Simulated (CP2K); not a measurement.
# AlClF2 (SMILES [F][Al]([F])[Cl]) at GFN2-xTB

What is the energy change on altering one bond length of AlClF2 at GFN2-xTB? 

Program for the calculation: CP2K 2026.2.

5 further runs of the same task are left out: 2 that didn't finish, 3 set aside as unsound or not needed.

**1. The molecule**

The species is AlClF2 (4 atoms), meant as a singlet with charge 0. SMILES: `[F][Al]([F])[Cl]`. Geometry: relaxed at PBE0-D4/def2-TZVP.

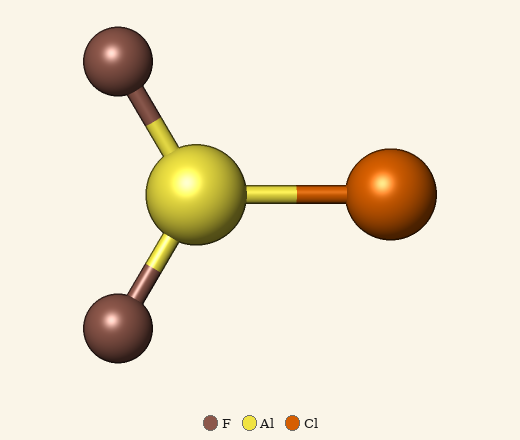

The structure, seen from a chosen angle (fluorine brown, aluminium yellow, chlorine orange).

**2. A single-point energy at GFN2-xTB**

File molecule.xyz:

```xyz
4

F      0.997200     0.721760     1.149640
Al     0.069280    -0.050750     0.053570
F      0.273490    -1.653820    -0.164660
Cl    -1.339980     0.982810    -1.038560
```

File calc.inp:

```
&FORCE_EVAL
   METHOD Quickstep
   &DFT
      &QS
         METHOD XTB
         EPS_DEFAULT 1.0E-10
         &XTB
            GFN_TYPE TBLITE
            &TBLITE
               METHOD GFN2
            &END TBLITE
            CHECK_ATOMIC_CHARGES F
         &END XTB
      &END QS
      &POISSON
         PERIODIC NONE
         POISSON_SOLVER ANALYTIC
      &END POISSON
      # SCF settings
      &SCF
         SCF_GUESS ATOMIC
         EPS_SCF 1.0E-06
         MAX_SCF 150
         ADDED_MOS 2
         &DIAGONALIZATION
            ALGORITHM STANDARD
         &END DIAGONALIZATION
         &MIXING
            METHOD DIRECT_P_MIXING
            ALPHA 0.4
         &END MIXING
         &SMEAR ON
            METHOD FERMI_DIRAC
            ELECTRONIC_TEMPERATURE [K] 300
         &END SMEAR
      &END SCF
      # extra output
      &PRINT
         &MOMENTS
            PERIODIC F
            REFERENCE COM
            MAX_MOMENT 1
         &END MOMENTS
         &MO ON
            ENERGIES T
            OCCUPATION_NUMBERS T
            NDIGITS 6
            &EACH
               QS_SCF 0
            &END EACH
            ADD_LAST NUMERIC
         &END MO
         &HIRSHFELD OFF
         &END HIRSHFELD
      &END PRINT
   &END DFT
   &SUBSYS
      &CELL
         ABC 12.3 12.6 12.2
         PERIODIC NONE
      &END CELL
      &TOPOLOGY
         COORD_FILE_NAME molecule.xyz
         COORD_FILE_FORMAT XYZ
         &CENTER_COORDINATES
         &END CENTER_COORDINATES
      &END TOPOLOGY
   &END SUBSYS
&END FORCE_EVAL

&GLOBAL
   PROJECT_NAME calc
   RUN_TYPE ENERGY
   PRINT_LEVEL MEDIUM
&END GLOBAL
```

Started as:

```bash
$ OMP_NUM_THREADS=1 cp2k.psmp -i calc.inp -o calc.out
```

The log of the run:

```text
CP2K| version string:                                       CP2K version 2026.2
[...]
 GLOBAL| Method name                                                        CP2K
[...]
 GLOBAL| Run type                                                         ENERGY
[...]
                             - Atoms:                                          4
[...]
                             - Spherical basis functions:                     26
[...]
 Number of electrons:                                                         24
[...]
  *** SCF run converged in    16 steps ***
[...]
  Fermi energy:                                                -0.34035127247477
[...]
 TB_DIPOLE| Moment [Debye]         -0.62988851       0.46221021      -0.48864846
 TB_DIPOLE| Derivative [a.u.]       0.00000000       0.00000000       0.00000000
[...]
 ENERGY| Total FORCE_EVAL ( QS ) energy [hartree]            -15.312583013821186
[...]
```

Wall time 0.28 s (1 thread of Arm Neoverse V1, shared host).

**3. The distorted shape at the same level**

File molecule.xyz:

```xyz
4

F      1.136386     0.837635     1.314049
Al     0.069280    -0.050750     0.053570
F      0.273490    -1.653820    -0.164660
Cl    -1.339980     0.982810    -1.038560
```

File mol.inp:

```
&GLOBAL
  PROJECT_NAME mol
  RUN_TYPE ENERGY
  PRINT_LEVEL MEDIUM
&END

&FORCE_EVAL
  METHOD QS
  &DFT
    CHARGE 0
    MULTIPLICITY 1
    &QS
      METHOD XTB
      EPS_DEFAULT 1.0E-10
      &XTB
        GFN_TYPE TBLITE
        &TBLITE
          METHOD GFN2
        &END
        CHECK_ATOMIC_CHARGES F
      &END
    &END
    &POISSON
      PERIODIC NONE
      POISSON_SOLVER ANALYTIC
    &END
    &SCF
      SCF_GUESS ATOMIC
      EPS_SCF 1.0E-06
      MAX_SCF 150
      ADDED_MOS 2
      &DIAGONALIZATION
        ALGORITHM STANDARD
      &END
      &MIXING
        METHOD DIRECT_P_MIXING
        ALPHA 0.4
      &END
      &SMEAR ON
        METHOD FERMI_DIRAC
        ELECTRONIC_TEMPERATURE [K] 300
      &END
    &END
    &PRINT
      &MOMENTS
        PERIODIC F
        REFERENCE COM
        MAX_MOMENT 1
      &END
      &MO ON
        ENERGIES T
        OCCUPATION_NUMBERS T
        NDIGITS 6
        &EACH
          QS_SCF 0
        &END
        ADD_LAST NUMERIC
      &END
      &HIRSHFELD OFF
      &END
    &END
  &END
  &SUBSYS
    &CELL
      ABC [angstrom] 12.5 12.6 12.4
      PERIODIC NONE
    &END
    &TOPOLOGY
      COORD_FILE_NAME molecule.xyz
      COORD_FILE_FORMAT XYZ
      &CENTER_COORDINATES
      &END
    &END
  &END
&END
```

Started as:

```bash
$ OMP_NUM_THREADS=1 cp2k.psmp mol.inp > mol.out
```

The log of the run:

```text
CP2K| version string:                                       CP2K version 2026.2
[...]
 GLOBAL| Method name                                                        CP2K
[...]
 GLOBAL| Run type                                                         ENERGY
[...]
                             - Atoms:                                          4
[...]
                             - Spherical basis functions:                     26
[...]
 Number of electrons:                                                         24
[...]
  *** SCF run converged in    20 steps ***
[...]
  Fermi energy:                                                -0.35950148044380
[...]
 TB_DIPOLE| Moment [Debye]         -1.21471020       0.16074773      -1.13131848
 TB_DIPOLE| Derivative [a.u.]       0.00000000       0.00000000       0.00000000
[...]
 ENERGY| Total FORCE_EVAL ( QS ) energy [hartree]            -15.296524181581878
[...]
```

It took 0.28 s on 1 thread of Arm Neoverse V1, shared host.

**4. Outcome**

At GFN2-xTB:

| quantity | value |
| --- | --- |
| first shape: total energy | -15.31258 Eh |
| first shape: dipole moment (from atomic charges alone) | 0.92 D |
| first shape: HOMO energy | -12.82 eV |
| first shape: LUMO energy | -8.37 eV |
| first shape: HOMO–LUMO gap | 4.45 eV |
| first shape: dispersion energy | -4.85 kJ/mol |
| distorted shape: total energy | -15.29652 Eh |
| distorted shape: dipole moment (from atomic charges alone) | 1.67 D |
| distorted shape: HOMO energy | -13.03 eV |
| distorted shape: LUMO energy | -8.89 eV |
| distorted shape: HOMO–LUMO gap | 4.14 eV |
| distorted shape: dispersion energy | -4.80 kJ/mol |
| energy change with the F1–Al2 bond stretched from 1.631 to 1.875 Å | 0.437 eV |

**Reading.** With the F1–Al2 bond stretched from 1.631 to 1.875 Å the energy rises by 0.44 eV (10.1 kcal/mol). The first shape isn't relaxed at this level, so the change isn't measured from a minimum. The dipole (first shape) comes from point charges on the atoms alone, without atomic dipoles, so it is partial. The dipole (distorted shape) comes from point charges on the atoms alone, without atomic dipoles, so it is partial.
